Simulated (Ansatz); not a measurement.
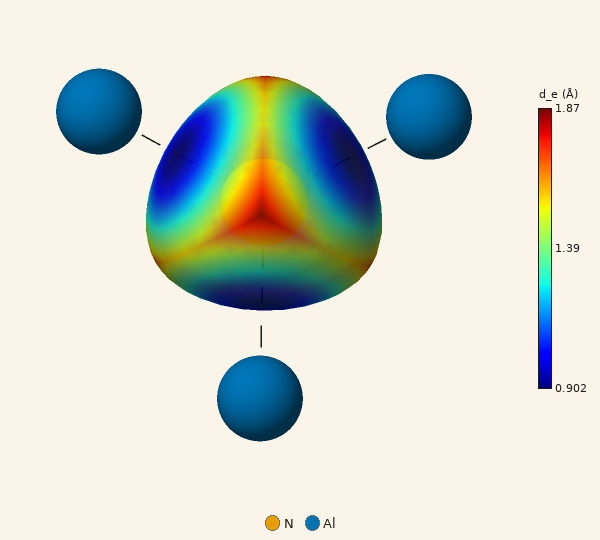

Hirshfeld surface computed for one N atom in AlN (F-43m, No. 216), coloured by d_e. Dashed lines lead to the closest neighbours outside.

The surface is where the fragment's share of the procrystal density (the sum of the densities of spherically averaged neutral Hartree-Fock atoms) equals one half. d_i and d_e are the distances from the surface to the nearest nucleus inside and outside.

Source of the atomic positions: the input geometry of an electronic-structure calculation (not necessarily at equilibrium).

```cif
data_structure
_symmetry_space_group_name_H-M 'F-43m'
_symmetry_Int_Tables_number 216
_cell_length_a 4.3680
_cell_length_b 4.3680
_cell_length_c 4.3680
_cell_angle_alpha 90.000
_cell_angle_beta 90.000
_cell_angle_gamma 90.000
_cell_volume 83.34
loop_
_atom_site_label
_atom_site_type_symbol
_atom_site_symmetry_multiplicity
_atom_site_Wyckoff_symbol
_atom_site_fract_x
_atom_site_fract_y
_atom_site_fract_z
_atom_site_occupancy
Al1 Al 4 a 0.00000 0.00000 0.00000 1
N1 N 4 c 0.25000 0.75000 0.75000 1
```

What is the shortest distance from the fragment to an atom outside it?

N–Al, 1.89 Å.

How is the surface shared among contacts (nearest atom inside ··· nearest atom outside)?

N···Al 100 %. The surface faces 4 neighbours with more than 2 % of its area each: 4 Al.

Give the size and shape of the surface.

It encloses about 5.6 Å³, has an area of about 15 Å² and a globularity of 0.99 (1 for a sphere).
